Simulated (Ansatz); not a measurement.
# C₃H₁₁BS: basis-set convergence

How large a basis does C₃H₁₁BS need? Two functionals are run in growing sets.

Computed with Ansatz 0.2.0, Gaussian basis. Level: one geometry, several basis sets.

Levels to be run: PBE0-D4/def2-SVP; ωB97M-V/def2-SVP; PBE0-D4/def2-QZVPP; ωB97M-V/def2-QZVPP; the functionals' def2-TZVPP values are taken from earlier runs.

## 1. The relaxed structure

All runs share one geometry, relaxed beforehand with PBE0-D4 in a triple-zeta def2 set.

SMILES `C[B-](C)(C)[SH2+]`, 16 atoms, charge 0, spin multiplicity 1.

Atoms are counted from 1 here; the program's logs count them from 0.

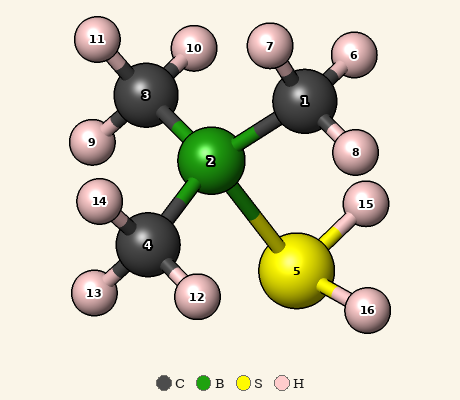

The geometry (carbon dark grey, boron green, sulfur yellow, hydrogen pink); atoms are numbered from 1 in the order of the file.

## 2. PBE0-D4 in def2-SVP

Input file in.yaml:

```yaml
crystal:
  periodic: [false, false, false]
  atoms:
    - {symbol: C, position_ang: [-0.885117, 0.706935, -1.052874]}
    - {symbol: B, position_ang: [0.108628, -0.117957, -0.115676]}
    - {symbol: C, position_ang: [1.648631, 0.305805, -0.146286]}
    - {symbol: C, position_ang: [-0.204407, -1.672594, 0.077120]}
    - {symbol: S, position_ang: [-0.430430, 0.621100, 1.962748]}
    - {symbol: H, position_ang: [-0.737247, 1.791368, -1.017535]}
    - {symbol: H, position_ang: [-0.688699, 0.406526, -2.090627]}
    - {symbol: H, position_ang: [-1.945333, 0.500637, -0.872556]}
    - {symbol: H, position_ang: [2.257535, -0.161882, 0.633767]}
    - {symbol: H, position_ang: [1.818545, 1.387179, -0.110862]}
    - {symbol: H, position_ang: [2.062859, -0.034913, -1.104005]}
    - {symbol: H, position_ang: [-1.259971, -1.899656, 0.260746]}
    - {symbol: H, position_ang: [0.390389, -2.155776, 0.858614]}
    - {symbol: H, position_ang: [0.055271, -2.177671, -0.862219]}
    - {symbol: H, position_ang: [-0.444432, 1.944599, 1.732202]}
    - {symbol: H, position_ang: [-1.769223, 0.533802, 1.891742]}
basis:
  gaussian: {orbitals: def2-SVP}
hamiltonian: {xc: pbe0, dispersion: d4}
output: {orbitals: {seedname: orbitals}}
```

The run is started by

```bash
$ ansatz run in.yaml --threads 4 --pin off --events-out ev --progress --plain --max-ram 11315MiB
```

Standard output:

```text
Functional definition: PBE0
  name "PBE0"
  cite "Adamo & Barone, J. Chem. Phys. 110, 6158 (1999) doi:10.1063/1.478522"
  cite "Perdew, Burke & Ernzerhof, Phys. Rev. Lett. 77, 3865 (1996) doi:10.1103/PhysRevLett.77.3865"
  parent pbe
  parameter a = 0.25
  parameter kappa = 0.804
  parameter beta = 0.06672455060314922
  exchange = (1 - a)*pbe_x(kappa = kappa, mu = beta*pi^2/3) + a*exact_x
  correlation = pbe_c(beta = beta)
1474 factors; their error is unknown
mean field evaluation 1: about -14775.3127 eV, gradient 6.9e1 eV
mean field evaluation 2: about -14767.5984 eV, gradient 8.4e1 eV
mean field evaluation 4: about -14787.4991 eV, gradient 3.5e0 eV
mean field evaluation 8: about -14787.5290 eV, gradient 1.1e-1 eV
mean field evaluation 16: about -14787.5718 eV, gradient 7.2e-5 eV
mean field -14787.57179476 eV, -543.4332400813 hartree, gradient 7.2e-5 eV, S^2 0.000000; 0 other end points of the search recorded, 0 dependent functions left out
reference -14787.57182193 eV, -543.4332410799 hartree; 25, 25 occupied and 104, 104 virtual orbitals, 1474 factors
Total energy: -14787.87377287 eV, -543.4443375719 hartree
```

Wall time 1.6 s (4 threads of Arm Neoverse V2, shared host); peak memory 0.31 GiB.

## 3. ωB97M-V in def2-SVP

in.yaml, as its differences from that of step 2:

```diff
@@ -21,3 +21,3 @@
   gaussian: {orbitals: def2-SVP}
-hamiltonian: {xc: pbe0, dispersion: d4}
+hamiltonian: {xc: {name: wB97M-V}}
 output: {orbitals: {seedname: orbitals}}
```

Same command.

Standard output (excerpt; [...] marks lines left out):

```text
Functional definition: wB97M-V
  name "wB97M-V"
  cite "Mardirossian & Head-Gordon, J. Chem. Phys. 144, 214110 (2016) doi:10.1063/1.4952647"
  cite "Becke, J. Chem. Phys. 107, 8554 (1997) doi:10.1063/1.475007"
  cite "Vydrov & Van Voorhis, J. Chem. Phys. 133, 244103 (2010) doi:10.1063/1.3521275"
  # Of w^i u^j: cxij and so on, Table III.
[...]
  gx(w, u) = 1 - cx + cx01*u + cx10*w
  gss(w, u) = css00 + css04*u^4 + css10*w + css20*w^2 + css43*w^4*u^3
  gos(w, u) = cos00 + cos10*w + (cos20 + cos21*u)*w^2 + (cos60 + cos61*u)*w^6
[...]
      + integral(e_c_pw_mod_opposite_spin*gos(b97_w_opposite, b97_u_opposite)) + vv10(b, c)
1471 factors; their error is unknown
407 factors; integrals over basis functions are off by at most 8.7e-6 eV
[...]
mean field -14792.87552956 eV, -543.6281487401 hartree, gradient 1.8e-5 eV, S^2 0.000000; 0 other end points of the search recorded, 0 dependent functions left out
reference -14792.87557523 eV, -543.6281504184 hartree; 25, 25 occupied and 104, 104 virtual orbitals, 1471 factors
Total energy: -14792.87557523 eV, -543.6281504184 hartree
```

Run time: 6.5 s. Hardware: 4 threads of Arm Neoverse V2, shared host; peak memory 0.43 GiB.

## 4. PBE0-D4 in def2-QZVPP

in.yaml, as its differences from that of step 3:

```diff
@@ -20,4 +20,4 @@
 basis:
-  gaussian: {orbitals: def2-SVP}
-hamiltonian: {xc: {name: wB97M-V}}
+  gaussian: {orbitals: "def2-QZVPP.json"}
+hamiltonian: {xc: pbe0, dispersion: d4}
 output: {orbitals: {seedname: orbitals}}
```

The command is unchanged.

Standard output:

```text
Functional definition: PBE0
  name "PBE0"
  cite "Adamo & Barone, J. Chem. Phys. 110, 6158 (1999) doi:10.1063/1.478522"
  cite "Perdew, Burke & Ernzerhof, Phys. Rev. Lett. 77, 3865 (1996) doi:10.1103/PhysRevLett.77.3865"
  parent pbe
  parameter a = 0.25
  parameter kappa = 0.804
  parameter beta = 0.06672455060314922
  exchange = (1 - a)*pbe_x(kappa = kappa, mu = beta*pi^2/3) + a*exact_x
  correlation = pbe_c(beta = beta)
1792 factors; their error is unknown
mean field evaluation 1: about -14778.5631 eV, gradient 8.6e1 eV
mean field evaluation 2: about -14723.7082 eV, gradient 1.6e2 eV
mean field evaluation 4: about -14795.9282 eV, gradient 1.0e1 eV
mean field evaluation 8: about -14796.1723 eV, gradient 2.2e-1 eV
mean field evaluation 16: about -14796.1799 eV, gradient 2.3e-4 eV
mean field -14796.17993768 eV, -543.7495834988 hartree, gradient 5.1e-5 eV, S^2 0.000000; 0 other end points of the search recorded, 0 dependent functions left out
reference -14796.17998046 eV, -543.7495850708 hartree; 25, 25 occupied and 603, 603 virtual orbitals, 1792 factors
Total energy: -14796.48193139 eV, -543.7606815628 hartree
```

Run time: 17 s. Hardware: 4 threads of Arm Neoverse V2, shared host; peak memory 2.6 GiB.

## 5. ωB97M-V in def2-QZVPP

in.yaml, as its differences from that of step 4:

```diff
@@ -21,3 +21,3 @@
   gaussian: {orbitals: "def2-QZVPP.json"}
-hamiltonian: {xc: pbe0, dispersion: d4}
+hamiltonian: {xc: {name: wB97M-V}}
 output: {orbitals: {seedname: orbitals}}
```

Launched as before.

Standard output (excerpt; [...] marks lines left out):

```text
Functional definition: wB97M-V
  name "wB97M-V"
  cite "Mardirossian & Head-Gordon, J. Chem. Phys. 144, 214110 (2016) doi:10.1063/1.4952647"
  cite "Becke, J. Chem. Phys. 107, 8554 (1997) doi:10.1063/1.475007"
  cite "Vydrov & Van Voorhis, J. Chem. Phys. 133, 244103 (2010) doi:10.1063/1.3521275"
  # Of w^i u^j: cxij and so on, Table III.
[...]
  gx(w, u) = 1 - cx + cx01*u + cx10*w
  gss(w, u) = css00 + css04*u^4 + css10*w + css20*w^2 + css43*w^4*u^3
  gos(w, u) = cos00 + cos10*w + (cos20 + cos21*u)*w^2 + (cos60 + cos61*u)*w^6
[...]
      + integral(e_c_pw_mod_opposite_spin*gos(b97_w_opposite, b97_u_opposite)) + vv10(b, c)
1764 factors; their error is unknown
516 factors; integrals over basis functions are off by at most 9.6e-6 eV
[...]
mean field -14801.77295294 eV, -543.9551230186 hartree, gradient 6.2e-6 eV, S^2 0.000000; 0 other end points of the search recorded, 0 dependent functions left out
reference -14801.77302370 eV, -543.9551256188 hartree; 25, 25 occupied and 603, 603 virtual orbitals, 1764 factors
Total energy: -14801.77302370 eV, -543.9551256188 hartree
```

It took 36 s on 4 threads of Arm Neoverse V2, shared host; peak memory 3.2 GiB.

## 6. Functionals by basis

The def2-TZVPP values come from earlier runs at the same geometry.

```csv
functional,basis,functions,energy (eV),from the largest (eV),HOMO (eV),LUMO (eV)
PBE0-D4,def2-SVP,129,-14787.8738,8.608,-7.85,0.36
PBE0-D4,def2-TZVPP,320,-14795.9114,0.571,-7.96,-0.08
PBE0-D4,def2-QZVPP,628,-14796.4819,0.000,-7.97,-0.21
ωB97M-V,def2-SVP,129,-14792.8756,8.897,-10.14,2.28
ωB97M-V,def2-TZVPP,320,-14801.2231,0.550,-10.25,1.64
ωB97M-V,def2-QZVPP,628,-14801.7730,0.000,-10.26,1.19
```

## 7. Outcome

| quantity | value |
| --- | --- |
| PBE0-D4: double and triple zeta above quadruple | 8.61, 0.57 eV |
| ωB97M-V: double and triple zeta above quadruple | 8.90, 0.55 eV |

In words: PBE0-D4 gains 8.04 eV from double to triple zeta, then 0.57 eV more. These are total energies; as a rule much of such shifts cancels in differences, which this series doesn't test. The LUMO of ωB97M-V is positive and keeps falling with the basis (2.28 to 1.19 eV): an unbound level that the basis holds in place.

For PBE0-D4 the largest set took about 11 times as long as the smallest (17 s against 1.6 s).
